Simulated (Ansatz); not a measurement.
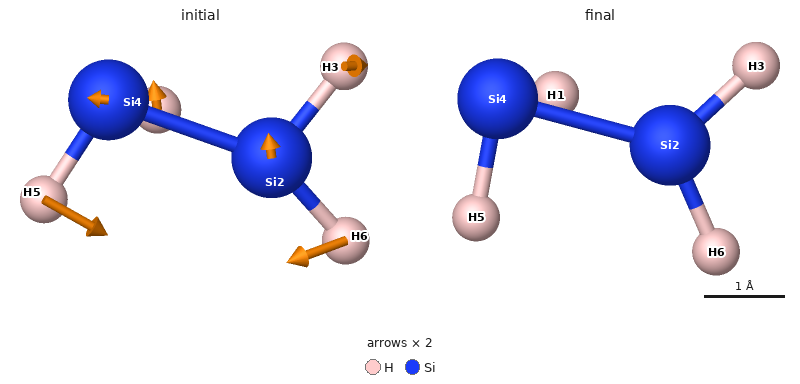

The structure of Si$_{2}$H$_{4}$ before (left) and after (right) a constrained relaxation, at one scale. The orange arrows give the displacements, magnified 2 times.

A ball-and-stick model, seen face on.

The reaction that was planned forms H1–Si4 and breaks H1–Si2 (atoms numbered from 1 in input order).

The calculation used RKS PBE0-D4/def2-SVP (Ansatz). (held fixed: the distance between atoms 1 (H) and 4 (Si), the distance between atoms 1 (H) and 2 (Si), counting from 1; force threshold 0.04 eV/Å; at most 150 steps)

**What changed between the two?**

After 6 accepted moves (7 points after the start) the energy has fallen by 0.257 eV. The largest force component goes from 0.72 to 0.0072 eV/Å. The line search rejected the trial step at point 6 of the run. The atom that moves furthest after the best rigid fit is H5 (0.48 Å). By element the largest moves are H 0.48 Å, Si 0.16 Å. Some distances before and after: Si2–Si4 2.218 → 2.281 Å, Si4–H5 1.497 → 1.534 Å, Si2–H3 1.470 → 1.499 Å, Si2–H6 1.485 → 1.501 Å. Bond angles that change, for instance: Si4–Si2–H6 150.9° → 129.5°, Si2–Si4–H5 102.5° → 84.0°, H3–Si2–Si4 109.1° → 123.1°.
